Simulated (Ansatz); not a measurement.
# Work function of Ba(110): what the settings cost and change, part 2 of 2

How far do functional and pseudopotentials move the work function of Ba(110), and at what cost?

Ansatz 0.2.0; plane-wave DFT, PBE, Ansatz PAW (the session's first sound run).

So far, work function, upper face (eV): step 2 (slab, setting PBE, Ansatz PAW (420 eV)) 2.44; step 4 (PBEsol) 2.48; step 5 (RPBE) 2.34; step 6 (r2SCAN) 2.43; step 7 (PBE JTH) 2.44.

## (8) Slab

This step: plane-wave DFT, PBE, norm-conserving (Ansatz 0.2.0).

The input, input.yaml:

```yaml
crystal:
  lattice:
    - [3.5496760416, -2.51, 0.0]
    - [3.5496760416, 2.51, 0.0]
    - [0.0, 0.0, 39.2980562493]
  atoms:
    - { symbol: Ba, position: [0.0, 0.0, 0.2290189607] }
    - { symbol: Ba, position: [0.5, 0.5, 0.3193459738] }
    - { symbol: Ba, position: [0.0, 0.0, 0.4096729869] }
    - { symbol: Ba, position: [0.5, 0.5, 0.5] }
    - { symbol: Ba, position: [0.0, 0.0, 0.5903270131] }
    - { symbol: Ba, position: [0.5, 0.5, 0.6806540262] }
    - { symbol: Ba, position: [0.0, 0.0, 0.7709810393] }
kpoints:
  mp_grid: { grid: [10, 10, 1] }
hamiltonian:
  xc: pbe
  pseudopotentials: { kind: nc }
scf:
  occupations: { method: fermi_dirac, width: 0.1 }
  convergence: { dr2_threshold: 1.0e-09 }
efield:
  axis: 3
  dipole_correction: true
  ramp_position: 0.97
  ramp_width: 0.06
output:
  write_potential: true
  write_density: true
  volumetric_format: npy
```

On the command line:

```bash
$ ansatz run input.yaml --threads 2 --pin off --max-ram 3072MiB --backend cpu --events-out ev --progress --plain --runs-dir out
```

Numbers of over 12 decimals in the logs are rounded to 6 here.

What it wrote:

```text
[...]
Crystal: 7 atoms, lattice volume = 700.267 Å³
Basis set: ecut = 770 eV, 33943 PW (Γ)
Bands: 42, of which v1, the nominal top of the filled ones, is band 35 counted from 1 (34 counted from 0)
Symmetry: 4 space group operations
k-points: 31 of 100
[...]
k-point 0: bands = [... 31 lower, 1.0451, 1.4415, 1.7641, 1.9421, 3.3174, 3.3191, 3.5817, 3.6271, ... 10 higher]
  k-point 1: bands = [... 31 lower, 1.1697, 1.5673, 1.8971, 2.0814, 3.3381, 3.3437, 3.5786, 3.6171, ... 10 higher]
  k-point 2: bands = [... 31 lower, 1.4909, 1.8802, 2.2300, 2.4455, 3.3324, 3.3470, 3.4918, 3.5155, ... 10 higher]
  k-point 30: bands = [... 31 lower, 2.3864, 2.4236, 2.4557, 2.5211, 2.5874, 2.5922, 2.7525, 3.0657, ... 10 higher]
[key lines of the parts left out:]
SCF converged after 12 iterations
Free energy (F): -5330.144403 eV
Fermi energy:    2.888123 eV
Dipole field:    D = -0.000000 V/Å  (p = -0.000002 e·Å, saw-weighted, corrected)
Work function:   Φ+ = 2.4390 eV   Φ− = 2.4390 eV
```

It took 7.9 min on 2 threads of Arm Neoverse N1, shared host; peak memory 2 GiB; 16 min of CPU time.

The work function is 2.439 eV, -0.001 eV from the run “PBE, Ansatz PAW (420 eV)”, at 2.5 times its CPU time.

## (9) Slab

This step: plane-wave DFT, LDA, norm-conserving (Ansatz 0.2.0).

input.yaml, as its differences from that of step 8:

```diff
@@ -16,3 +16,3 @@
 hamiltonian:
-  xc: pbe
+  xc: lda
   pseudopotentials: { kind: nc }
```

What it wrote:

```text
[...]
Crystal: 7 atoms, lattice volume = 700.267 Å³
Basis set: ecut = 770 eV, 33943 PW (Γ)
Bands: 42, of which v1, the nominal top of the filled ones, is band 35 counted from 1 (34 counted from 0)
Symmetry: 4 space group operations
k-points: 31 of 100
[...]
k-point 0: bands = [... 31 lower, 0.8169, 1.2131, 1.5326, 1.7068, 3.1129, 3.1137, 3.3185, 3.3629, ... 10 higher]
  k-point 1: bands = [... 31 lower, 0.9424, 1.3402, 1.6674, 1.8477, 3.1331, 3.1375, 3.3205, 3.3592, ... 10 higher]
  k-point 2: bands = [... 31 lower, 1.2647, 1.6547, 2.0029, 2.2138, 3.1204, 3.1399, 3.2625, 3.2949, ... 10 higher]
  k-point 30: bands = [... 31 lower, 2.1892, 2.2117, 2.2560, 2.3243, 2.3862, 2.3878, 2.5574, 2.8742, ... 10 higher]
[key lines of the parts left out:]
SCF converged after 12 iterations
Free energy (F): -5347.249451 eV
Fermi energy:    2.678166 eV
Dipole field:    D = -0.000000 V/Å  (p = -0.000001 e·Å, saw-weighted, corrected)
Work function:   Φ+ = 2.6011 eV   Φ− = 2.6011 eV
```

It took 7.8 min on 2 threads; peak memory 2 GiB; 15 min of CPU time.

The work function is 2.601 eV, +0.162 eV from the run “PBE, Ansatz PAW (420 eV)”, at 2.4 times its CPU time.

## (10) Run, setting PBE, all layers relaxed

This step: plane-wave DFT, PBE, Ansatz PAW (Ansatz 0.2.0).

input.yaml, as its differences from that of step 9:

```diff
@@ -16,4 +16,3 @@
 hamiltonian:
-  xc: lda
-  pseudopotentials: { kind: nc }
+  xc: pbe
 scf:
@@ -26,2 +25,5 @@
   ramp_width: 0.06
+relax:
+  f_tol: 0.01
+  max_steps: 40
 output:
```

What it wrote:

```text
[...]
Crystal: 7 atoms, lattice volume = 700.267 Å³
Basis set: ecut = 420 eV, 13737 PW (Γ), exchange–correlation on 60×60×540 points (8 copies of the dense FFT grid, shifted against one another)
Bands: 42, of which v1, the nominal top of the filled ones, is band 35 counted from 1 (34 counted from 0)
Symmetry: 4 space group operations
k-points: 31 of 100
[...]
atoms:
    - { symbol: Ba, position: [0.0, 0.0, 0.230616] }
    - { symbol: Ba, position: [0.5, 0.5, 0.318866] }
    - { symbol: Ba, position: [0.0, 0.0, 0.409563] }
    - { symbol: Ba, position: [0.5, 0.5, 0.500000] }
    - { symbol: Ba, position: [0.0, 0.0, 0.590437] }
    - { symbol: Ba, position: [0.5, 0.5, 0.681134] }
    - { symbol: Ba, position: [0.0, 0.0, 0.769384] }
[key lines of the parts left out:]
SCF converged after 9 iterations
Free energy (F): -41646.238926 eV
Fermi energy:    2.855657 eV
Dipole field:    D = -0.000000 V/Å  (p = -0.000000 e·Å, saw-weighted, corrected)
Work function:   Φ+ = 2.4324 eV   Φ− = 2.4324 eV
```

Run time: 5.6 min. Hardware: 2 threads; peak memory 1.2 GiB.

The relaxation took 3 steps and lowered the energy by 0.0046 eV; the largest force on the free atoms ends at 0.0025 eV/Å.

The work function is 2.432 eV, -0.007 eV from the run “PBE, Ansatz PAW (420 eV)”, at 1.7 times its CPU time.

## (11) Slab

This step: plane-wave DFT, PBE, fully relativistic PAW with spin-orbit coupling (Ansatz 0.2.0).

input.yaml, as its differences from that of step 10:

```diff
@@ -17,2 +17,3 @@
   xc: pbe
+  pseudopotentials: { kind: paw_fr }
 scf:
@@ -25,5 +26,5 @@
   ramp_width: 0.06
-relax:
-  f_tol: 0.01
-  max_steps: 40
+magnetization:
+  noncollinear: true
+  spin_orbit: true
 output:
```

What it wrote:

```text
[...]
non-collinear run that drives no moment, with spin-orbit: no starting moment large enough to seed its density (crystal.atoms[].spin), no starting occupations that ask for one, no magnetisation constraint and no magnetic field, so the semilocal B_xc is pinned to zero
Crystal: 7 atoms, lattice volume = 700.267 Å³
[...]
k-point 1: bands = [... 66 lower, 1.8669, 1.8669, 2.0511, 2.0511, 3.3034, 3.3034, 3.3108, 3.3108, ... 24 higher]
  k-point 2: bands = [... 66 lower, 2.1983, 2.1983, 2.4135, 2.4135, 3.2935, 3.2935, 3.3159, 3.3159, ... 24 higher]
  k-point 30: bands = [... 66 lower, 2.4242, 2.4242, 2.4893, 2.4893, 2.5546, 2.5546, 2.5602, 2.5602, ... 24 higher]
[key lines of the parts left out:]
SCF converged after 15 iterations
Magnetization: |M| = 0.0000 μB,  M = (+0.0000, +0.0000, +0.0000) μB
Free energy (F): -41679.552623 eV
Fermi energy:    2.853896 eV
Dipole field:    D = 0.000000 V/Å  (p = 0.000000 e·Å, saw-weighted, corrected)
Work function:   Φ+ = 2.4421 eV   Φ− = 2.4421 eV
```

Elapsed: 31 min, on 2 threads; peak memory 2.8 GiB; 61 min of CPU time.

The work function is 2.442 eV, +0.002 eV from the run “PBE, Ansatz PAW (420 eV)”, at 9.4 times its CPU time.

## (12) Side by side

Times are for 2 threads of Arm Neoverse N1, shared host. The series side by side:

```tsv
no.	setting	work function, upper face (eV)	time	memory (GiB)
1	PBE, Ansatz PAW (420 eV)	2.440	3.3 min	1.5
2	LDA, Ansatz PAW (420 eV)	2.601	3 min	1.4
3	PBEsol, Ansatz PAW (420 eV)	2.478	3.1 min	1.5
4	RPBE, Ansatz PAW (420 eV)	2.340	3.1 min	1.5
5	r2SCAN, Ansatz PAW (500 eV)	2.430	6.3 min	2.6
6	PBE, JTH PAW (660 eV)	2.443	6.1 min	2.6
7	PBE, norm-conserving (770 eV)	2.439	7.9 min	2
8	LDA, norm-conserving (770 eV)	2.601	7.8 min	2.0
9	PBE, all layers relaxed	2.432	5.6 min	1.2
10	PBE with spin-orbit coupling (420 eV)	2.442	31 min	2.8
```

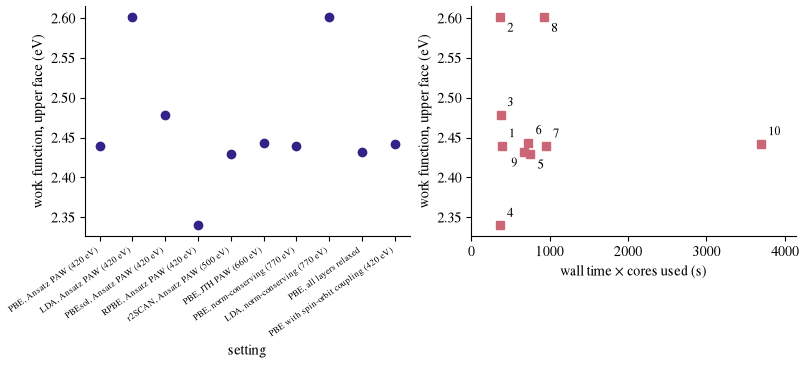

The series as plots; the last panel sets the first result against cost, with the runs numbered as in the table.

## (13) The same run with other settings

This step: plane-wave DFT, PBE, Ansatz PAW (Ansatz 0.2.0).

An input spoilt on purpose, to show how the run answers: it repeats the earlier run “PBE, Ansatz PAW (420 eV)” with efield.ramp_position from 0.97 to 0.475, and scf.max_iter set to 75; its output block differs too.

input.yaml, as its differences from that of step 11:

```diff
@@ -17,3 +17,2 @@
   xc: pbe
-  pseudopotentials: { kind: paw_fr }
 scf:
@@ -21,2 +20,3 @@
   convergence: { dr2_threshold: 1.0e-09 }
+  max_iter: 75
 efield:
@@ -24,7 +24,4 @@
   dipole_correction: true
-  ramp_position: 0.97
+  ramp_position: 0.475
   ramp_width: 0.06
-magnetization:
-  noncollinear: true
-  spin_orbit: true
 output:
```

What it wrote:

```text
Engine: ansatz 0.2.0, aarch64-unknown-linux-gnu
Pseudopotentials: kind: paw
Pseudopotential: Ba, paw, valence charge 10, recommended cutoff 420 eV (normal), Ba.paw.azcp
Functional definition: PBE
  parameter kappa = 0.804
  parameter beta = 0.066725
  exchange = pbe_x(kappa = kappa, mu = beta*pi^2/3)
  correlation = pbe_c(beta = beta)
Crystal: 7 atoms, lattice volume = 700.267 Å³
Basis set: ecut = 420 eV, 13737 PW (Γ)
Bands: 42, of which v1, the nominal top of the filled ones, is band 35 counted from 1 (34 counted from 0)
Symmetry: 4 space group operations
k-points: 31 of 100
Non-local potential: Ba, projectors of the file, l = 0: 3, l = 1: 2, l = 2: 2, l = 3: 2
PAW form: soft (Blöchl's): semilocal exchange-correlation on the pseudo side does not see the compensation charge
PAW one-centre angular grid: Ba, 194 points (default); XC on 64 Gauss nodes
Initial density: superposition of atomic densities (neutral atoms: chi_scale 0, normalization atom), corrected by the library's trained network
Initial wavefunctions: pseudopotential atomic-orbital guess
Functional: x = pbe(κ = 0.804, μ = 0.219515), c = pbe(β = 0.066725)
Error: efield: ion 3 (Ba) at fractional coordinate 0.5000 along the field axis lies inside the sawtooth ramp with 2 of the planes that the density is read on at each end, [0.4676, 0.5424] — the ramp must sit in vacuum (an ion there feels the fictitious reversed slope); set or move the ramp (efield.ramp_position / ramp_width) or move the geometry
```

Run time: 0.59 s. Hardware: 2 threads; peak memory 0.6 GiB.

The program refused the input before any cycle.

The program's message: “Error: efield: ion 3 (Ba) at fractional coordinate 0.5000 along the field axis lies inside the sawtooth ramp with 2 of the planes that the density is read on at each end, [0.4676, 0.5424] — the ramp m …”

The fault put into the input: the ramp among the atoms.

## (14) Summary of results

```json
{"work function, PBE, Ansatz PAW (420 eV)": "2.440 eV", "work function, LDA, Ansatz PAW (420 eV)": "2.601 eV", "work function, RPBE, Ansatz PAW (420 eV)": "2.340 eV", "work function, r2SCAN, Ansatz PAW (500 eV)": "2.430 eV", "work function, PBE, all layers relaxed": "2.432 eV", "work function, PBE with spin-orbit coupling (420 eV)": "2.442 eV"}
```

PBE on the default files gives 2.44 eV, and the settings tried spread the value from 2.34 to 2.60 eV. At one geometry LDA lies 0.16 eV above PBE. The choice of pseudopotentials moves the PBE value by 0.004 eV. Relaxing the layers changes it by -0.007 eV. Spin-orbit coupling, on the fully relativistic files, changes it by +0.00 eV. The ladder's slabs use the tabulated experimental lattice constant (two decimals; a low-temperature value for the alkali metals).

[Logs are printed without paths, hosts, clocks, repeated set-up lines and the standing remarks that a program may print on its own settings, such as how far it seeks lower states.]

[Hosts, paths, dates, database ids (printed as entryN), source tags and the programs' standing remarks are cut or masked in the printed files.]

[Maps of the electrostatic potential energy from Ansatz leave out the sawtooth potential of an applied field or a dipole correction, so their vacuum need not be flat; planar profiles and work functions include it.]
